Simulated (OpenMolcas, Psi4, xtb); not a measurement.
# A ladder of methods for C2H7Ga (SMILES [CH3][GaH][CH3])

C2H7Ga: 10 atoms, total charge 0, spin state singlet. SMILES: `[CH3][GaH][CH3]`. The coordinates come from a PBE0-D4/def2-TZVP relaxation.

Quantity: the electronic atomisation energy, in eV. The values are calculated. Electronic energies at fixed atoms, without zero-point motion or spin-orbit coupling.

```json
{"level": "GFN2-xTB", "kind": "semi-empirical", "program": "xtb", "value (eV)": "42.82", "less CCSD(T)/def2-SVP": "+9.44"}
{"level": "HF/def2-SVP", "kind": "Hartree–Fock", "program": "OpenMolcas", "value (eV)": "26.81", "less CCSD(T)/def2-SVP": "-6.57"}
{"level": "SVWN5/def2-SVP", "kind": "LDA", "program": "OpenMolcas", "value (eV)": "39.03", "less CCSD(T)/def2-SVP": "+5.65"}
{"level": "PBE/def2-SVP", "kind": "GGA", "program": "OpenMolcas", "value (eV)": "34.88", "less CCSD(T)/def2-SVP": "+1.50"}
{"level": "TPSS/def2-SVP", "kind": "meta-GGA", "program": "OpenMolcas", "value (eV)": "35.14", "less CCSD(T)/def2-SVP": "+1.76"}
{"level": "B3LYP/def2-SVP", "kind": "global hybrid", "program": "OpenMolcas", "value (eV)": "34.47", "less CCSD(T)/def2-SVP": "+1.09"}
{"level": "BHLYP/def2-SVP", "kind": "global hybrid", "program": "OpenMolcas", "value (eV)": "34.09", "less CCSD(T)/def2-SVP": "+0.71"}
{"level": "wB97M-V/def2-SVP", "kind": "range-separated hybrid", "program": "Psi4", "value (eV)": "35.18", "less CCSD(T)/def2-SVP": "+1.80"}
{"level": "CCSD(T)/def2-SVP", "kind": "coupled cluster or CI", "program": "OpenMolcas", "value (eV)": "33.38", "less CCSD(T)/def2-SVP": "0.00"}
```

CCSD(T)/def2-SVP is the highest level here, not the true value. All-electron rows without a relativistic Hamiltonian named are non-relativistic. The values span 26.81 to 42.82 eV. The xTB rows lack spin polarisation, so open shells miss the exchange term that lowers them. In the correlated wave-function rows the outer d shell of Ga is correlated, in sets not made for it.

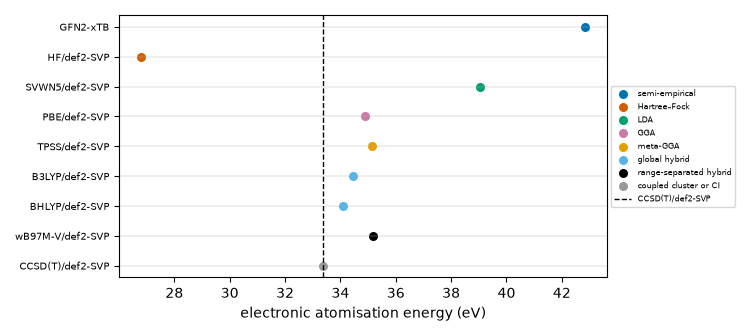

The values of the table, level by level.
